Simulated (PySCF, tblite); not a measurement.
# C5H6N2Si: dynamics, then NMR shifts on frames, part 2 of 2

tblite 0.8.0 and PySCF 2.14.0. Atoms count from 0. Earlier steps stand in the parts before.

## (5) Nuclear shieldings: 625 fs, PBE0/pcSseg-1

Job settings and geometry (Å):

```
{"job": {"kind": "nmr", "xc": "PBE0", "basis": "pcSseg-1", "pop": false}, "charge": 0, "multiplicity": 1}
C     -1.574700    -2.279900    -0.851100
C     -0.659500    -1.974400    -0.167100
C      0.464700    -1.392500     0.348900
N      1.622300    -2.000400     0.448800
C      2.520600    -1.058400     0.884500
C      1.873700     0.106700     1.107000
N      0.552100    -0.050300     0.712400
Si    -0.512900     1.301600     0.201700
H     -2.617300    -2.582500    -1.059000
H      3.585500    -1.235300     0.975700
H      2.274600     1.017600     1.565200
H      0.360100     2.028400    -0.723000
H     -0.847400     1.934500     1.506200
H     -1.673300     0.710500    -0.525700
```

Method: GIAO PBE0/pcSseg-1 NMR shielding, non-relativistic, gas phase.

Standard output:

```text
coarse grid: 12904 points
cycle   1  E = -592.4266502444  dE =  1.448e+00  |g| = 4.574e-01  |ddm| = 3.715e+00
cycle   2  E = -592.3869798431  dE =  3.967e-02  |g| = 6.293e-01  |ddm| = 1.372e+00
cycle   3  E = -592.4748660747  dE = -8.789e-02  |g| = 1.694e-01  |ddm| = 8.112e-01
cycle   4  E = -592.4810490337  dE = -6.183e-03  |g| = 4.007e-02  |ddm| = 1.895e-01
cycle   5  E = -592.4813671228  dE = -3.181e-04  |g| = 1.390e-02  |ddm| = 3.849e-02
cycle   6  E = -592.4814055030  dE = -3.838e-05  |g| = 3.891e-03  |ddm| = 1.456e-02
cycle   7  E = -592.4814092618  dE = -3.759e-06  |g| = 9.081e-04  |ddm| = 4.829e-03
final grid: 122184 points
cycle   8  E = -592.5265839977  dE = -2.746e-05  |g| = 4.863e-03  |ddm| = 3.411e-02
cycle   9  E = -592.5265829613  dE =  1.036e-06  |g| = 5.514e-03  |ddm| = 1.024e-02
cycle  10  E = -592.5265896743  dE = -6.713e-06  |g| = 8.876e-04  |ddm| = 4.986e-03
cycle  11  E = -592.5265898433  dE = -1.690e-07  |g| = 2.082e-04  |ddm| = 9.871e-04
cycle  12  E = -592.5265898513  dE = -7.955e-09  |g| = 7.793e-05  |ddm| = 2.166e-04
cycle  13  E = -592.5265898523  dE = -1.003e-09  |g| = 4.292e-05  |ddm| = 8.813e-05
cycle  14  E = -592.5265898527  dE = -4.206e-10  |g| = 1.104e-05  |ddm| = 3.762e-05
converged SCF energy = -592.5265898527

GIAO shielding tensors (ppm)
atom      isotropic    diamagn.    paramagn.     s11        s22        s33       span
  0 C       95.287     265.916    -170.629     15.192     56.175    214.493    199.301
  1 C      100.292     258.718    -158.426      0.944     13.633    286.297    285.353
  2 C       45.587     251.501    -205.913    -28.963     58.544    107.181    136.144
  3 N      -71.952     331.495    -403.447   -333.068   -117.682    234.896    567.965
  4 C       45.349     258.679    -213.330    -39.476     49.507    126.015    165.491
  5 C       56.020     252.112    -196.091    -26.134     58.618    135.576    161.710
  6 N       77.696     333.238    -255.541    -27.439     80.438    180.090    207.528
  7 Si     399.001     881.083    -482.083    366.606    391.939    438.457     71.850
  8 H       27.124      29.514      -2.390     22.527     24.196     34.649     12.122
  9 H       23.963      30.232      -6.270     21.581     23.996     26.311      4.730
 10 H       24.257      30.025      -5.769     21.301     24.762     26.708      5.407
 11 H       26.645      30.462      -3.818     22.468     25.372     32.095      9.627
 12 H       25.999      29.306      -3.307     22.608     24.097     31.291      8.684
 13 H       25.731      30.828      -5.097     21.355     26.877     28.959      7.603
```

Run time: 15 s. Hardware: 1 thread of Arm Neoverse V2, shared host; peak memory 0.81 GiB.

Key values: δ C4 141.6, C2 141.3, C5 130.9, C0 91.6, H9 7.75, H10 7.46 ppm.

## (6) Shielding tensors: 800 fs, PBE0/pcSseg-1

Job settings and geometry (Å):

```
{"job": {"kind": "nmr", "xc": "PBE0", "basis": "pcSseg-1", "pop": false}, "charge": 0, "multiplicity": 1}
C     -1.249500    -2.536100    -0.771900
C     -0.328200    -2.028300    -0.177900
C      0.803600    -1.375800     0.365100
N      1.814900    -1.960000     0.868500
C      2.566900    -0.904300     1.389000
C      2.051800     0.283300     1.160300
N      0.822600     0.028700     0.526100
Si    -0.344100     1.307500     0.237900
H     -2.021700    -3.167400    -1.009800
H      3.501400    -1.156300     1.842000
H      2.402000     1.266500     1.437600
H      0.113000     2.421500     1.055300
H     -1.530600     0.739000     0.757800
H     -0.281100     1.860100    -1.221200
```

With the program's defaults for keys left out, this is: GIAO PBE0/pcSseg-1 NMR shielding, non-relativistic, gas phase.

Standard output:

```text
coarse grid: 12904 points
cycle   1  E = -592.4301339307  dE =  1.466e+00  |g| = 4.482e-01  |ddm| = 3.748e+00
cycle   2  E = -592.3884140020  dE =  4.172e-02  |g| = 6.333e-01  |ddm| = 1.236e+00
cycle   3  E = -592.4750618761  dE = -8.665e-02  |g| = 1.596e-01  |ddm| = 7.578e-01
cycle   4  E = -592.4804302074  dE = -5.368e-03  |g| = 4.572e-02  |ddm| = 1.896e-01
cycle   5  E = -592.4807970228  dE = -3.668e-04  |g| = 2.065e-02  |ddm| = 4.321e-02
cycle   6  E = -592.4808907270  dE = -9.370e-05  |g| = 7.038e-03  |ddm| = 2.069e-02
cycle   7  E = -592.4809017871  dE = -1.106e-05  |g| = 2.647e-03  |ddm| = 7.424e-03
cycle   8  E = -592.4809034515  dE = -1.664e-06  |g| = 3.442e-04  |ddm| = 2.755e-03
final grid: 122184 points
cycle   9  E = -592.5265000933  dE = -3.029e-05  |g| = 5.255e-03  |ddm| = 4.453e-02
cycle  10  E = -592.5264985344  dE =  1.559e-06  |g| = 5.909e-03  |ddm| = 1.269e-02
cycle  11  E = -592.5265066053  dE = -8.071e-06  |g| = 1.602e-03  |ddm| = 6.750e-03
cycle  12  E = -592.5265072034  dE = -5.981e-07  |g| = 4.628e-04  |ddm| = 1.491e-03
cycle  13  E = -592.5265072499  dE = -4.650e-08  |g| = 1.584e-04  |ddm| = 4.722e-04
cycle  14  E = -592.5265072554  dE = -5.539e-09  |g| = 3.244e-05  |ddm| = 1.636e-04
cycle  15  E = -592.5265072556  dE = -1.426e-10  |g| = 1.966e-05  |ddm| = 4.206e-05
converged SCF energy = -592.5265072556

GIAO shielding tensors (ppm)
atom      isotropic    diamagn.    paramagn.     s11        s22        s33       span
  0 C       99.207     262.109    -162.902     24.909     49.662    223.051    198.142
  1 C      100.890     252.643    -151.753      0.902     10.378    291.391    290.489
  2 C       46.284     250.415    -204.131    -26.586     61.209    104.230    130.817
  3 N      -55.009     334.382    -389.392   -278.989   -118.770    232.731    511.720
  4 C       50.675     254.812    -204.137    -19.864     48.555    123.335    143.199
  5 C       58.662     250.487    -191.825    -24.395     70.014    130.366    154.761
  6 N       80.955     331.376    -250.421     -7.252     86.007    164.110    171.363
  7 Si     402.883     881.268    -478.385    358.862    392.667    457.120     98.258
  8 H       29.497      32.531      -3.033     24.705     25.717     38.070     13.365
  9 H       24.964      29.993      -5.029     21.810     25.704     27.380      5.570
 10 H       24.560      29.824      -5.265     21.854     24.698     27.126      5.272
 11 H       26.769      30.580      -3.811     22.548     26.454     31.305      8.757
 12 H       26.834      31.179      -4.345     22.596     26.399     31.508      8.912
 13 H       25.382      28.475      -3.093     22.323     23.503     30.322      7.999
```

Run time: 15 s. Hardware: 1 thread of Arm Neoverse V2, shared host; peak memory 0.81 GiB.

Key values: δ C2 140.6, C4 136.2, C5 128.3, C0 87.7, H10 7.16, H9 6.75 ppm.

## (7) Nuclear shieldings: 1000 fs, PBE0/pcSseg-1

Job settings and geometry (Å):

```
{"job": {"kind": "nmr", "xc": "PBE0", "basis": "pcSseg-1", "pop": false}, "charge": 0, "multiplicity": 1}
C     -1.376300    -2.626100    -0.271800
C     -0.458700    -1.914400     0.057100
C      0.750800    -1.293000     0.451500
N      1.883300    -1.919900     0.525900
C      2.825000    -1.005700     0.850600
C      2.181800     0.220500     1.066500
N      0.898800    -0.028000     0.803600
Si    -0.492000     1.155300     0.900100
H     -2.246000    -3.262400    -0.237700
H      3.855600    -1.283600     0.799100
H      2.455200     1.170600     1.458700
H     -1.407400     0.392200     1.850800
H     -0.842300     1.687200    -0.393800
H     -0.004100     2.245400     1.758100
```

Level: GIAO PBE0/pcSseg-1 NMR shielding, non-relativistic, gas phase.

Standard output:

```text
coarse grid: 12904 points
cycle   1  E = -592.4262757301  dE =  1.546e+00  |g| = 4.565e-01  |ddm| = 3.785e+00
cycle   2  E = -592.3830961060  dE =  4.318e-02  |g| = 6.428e-01  |ddm| = 1.492e+00
cycle   3  E = -592.4758567676  dE = -9.276e-02  |g| = 1.488e-01  |ddm| = 9.742e-01
cycle   4  E = -592.4804913024  dE = -4.635e-03  |g| = 4.257e-02  |ddm| = 1.620e-01
cycle   5  E = -592.4808048264  dE = -3.135e-04  |g| = 2.013e-02  |ddm| = 4.490e-02
cycle   6  E = -592.4808916898  dE = -8.686e-05  |g| = 6.781e-03  |ddm| = 2.037e-02
cycle   7  E = -592.4809020226  dE = -1.033e-05  |g| = 2.581e-03  |ddm| = 6.581e-03
cycle   8  E = -592.4809035935  dE = -1.571e-06  |g| = 2.963e-04  |ddm| = 2.311e-03
final grid: 122184 points
cycle   9  E = -592.5253303375  dE = -3.048e-05  |g| = 5.786e-03  |ddm| = 4.771e-02
cycle  10  E = -592.5253264353  dE =  3.902e-06  |g| = 7.297e-03  |ddm| = 1.398e-02
cycle  11  E = -592.5253380187  dE = -1.158e-05  |g| = 1.475e-03  |ddm| = 7.472e-03
cycle  12  E = -592.5253384811  dE = -4.623e-07  |g| = 5.468e-04  |ddm| = 1.439e-03
cycle  13  E = -592.5253385490  dE = -6.792e-08  |g| = 1.670e-04  |ddm| = 4.962e-04
cycle  14  E = -592.5253385552  dE = -6.204e-09  |g| = 2.557e-05  |ddm| = 1.433e-04
cycle  15  E = -592.5253385553  dE = -1.000e-10  |g| = 1.524e-05  |ddm| = 3.909e-05
converged SCF energy = -592.5253385553

GIAO shielding tensors (ppm)
atom      isotropic    diamagn.    paramagn.     s11        s22        s33       span
  0 C       95.824     264.285    -168.460     13.733     55.213    218.527    204.794
  1 C      100.515     249.689    -149.173      3.034      9.982    288.529    285.495
  2 C       55.978     245.036    -189.057    -12.501     71.614    108.822    121.323
  3 N      -70.746     335.723    -406.469   -315.051   -131.893    234.707    549.758
  4 C       46.536     259.955    -213.419    -24.690     36.115    128.183    152.873
  5 C       62.911     250.384    -187.473    -14.116     66.612    136.236    150.351
  6 N       89.836     333.613    -243.778     -8.469     75.245    202.731    211.200
  7 Si     397.944     879.931    -481.987    356.790    377.889    459.151    102.361
  8 H       27.743      31.843      -4.100     23.025     24.476     35.726     12.701
  9 H       24.212      30.608      -6.396     21.480     24.959     26.197      4.717
 10 H       25.054      30.574      -5.520     21.683     25.653     27.826      6.143
 11 H       25.234      28.114      -2.880     21.208     25.131     29.364      8.156
 12 H       26.620      29.906      -3.286     23.259     24.633     31.968      8.709
 13 H       26.613      29.466      -2.853     22.604     25.927     31.310      8.706
```

Wall time 15 s (1 thread of Arm Neoverse V2, shared host); peak memory 0.8 GiB.

In short: δ C4 140.4, C2 130.9, C5 124.0, C0 91.1, H9 7.50, H10 6.66 ppm.

## (8) Side by side: NMR shifts

Shifts (ppm) of some atoms, chosen among heavy atoms and hydrogens apart, with basis size and wall time:

```
  frame     C2     C4    C0   H10    H8     N3     N6  functions  time
 250 fs  149.4  132.5  95.8  7.75  2.50  357.8  189.3        173  15 s
 425 fs  139.1  143.4  91.7  5.56  2.91  339.7  187.2        173  15 s
 625 fs  141.3  141.6  91.6  7.46  4.59  339.7  190.0        173  15 s
 800 fs  140.6  136.2  87.7  7.16  2.22  322.7  186.8        173  15 s
1000 fs  130.9  140.4  91.1  6.66  3.97  338.5  177.9        173  15 s
```

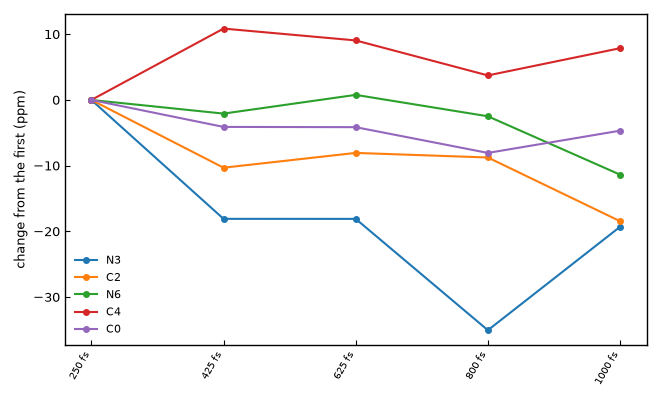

How five of the tabulated atoms move from run to run.

## (9) Results

The summary covers parts 1 to 2.

| quantity | value |
| --- | --- |
| thermostat | 300 K |
| mean temperature, second half | 281 K |
| mean potential energy above the minimum | 0.51 eV |
| 13C shifts against TMS (PBE0/pcSseg-1, 250 fs) | 149.4, 132.5, 127.5, 95.8, 80.3 ppm |
| 1H shifts against TMS (PBE0/pcSseg-1, 250 fs) | 7.75, 6.28, 5.51, 5.50, 5.10, 2.50 ppm |
| 15N shifts against NH3 (PBE0/pcSseg-1, 250 fs) | 357.8, 189.3 ppm |
| 29Si shifts against TMS (PBE0/pcSseg-1, 250 fs) | -56.3 ppm |
| range of the shift of N3 | 322.7 to 357.8 ppm |

In the second half the potential energy averages 0.51 eV above the minimum; equipartition over 36 harmonic modes at 300 K would give 0.47 eV. With 14 atoms the temperature swings widely (186 to 383 K). Shifts at one fixed geometry are not the observed spectrum, which averages over the motion. In the first frame run (250 fs): Shielding is most anisotropic at N3 (span 563 ppm, paramagnetic term -424 ppm). NICS(1)zz of -27 ppm above the planar ring from C2 marks a diatropic (aromatic) ring current. Across the 5 runs the shift of N3 moves most, between 322.7 (800 fs) and 357.8 ppm (250 fs).
